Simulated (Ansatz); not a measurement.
Take AlN in the zinc blende structure (space group F-43m, No. 216; a = 4.342 Å) as the base. Axes: x, y, z lie along the cube axes.

Now apply this change: the cell is compressed by 1.00 % along z with no lateral relaxation, atoms relaxed at fixed cell.

The values are results of DFT with LDA, PAW potentials and a 420 eV plane-wave cutoff in Ansatz (a first-principles code), scalar-relativistic without spin-orbit coupling, not measurements.

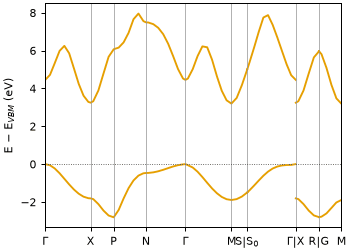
Figure: Highest valence and lowest conduction band along the path of the changed cell's own zone

**Question.** Read the changed gap and its character from the plot.

**Answer.** About 3.2 eV, indirect, Γ → M.

The cells carry an imposed strain or load. Whether these cells are dynamically stable was not tested. This is not the structure that AlN has at room temperature and ambient pressure. k-point labels follow each cell's own Brillouin zone.
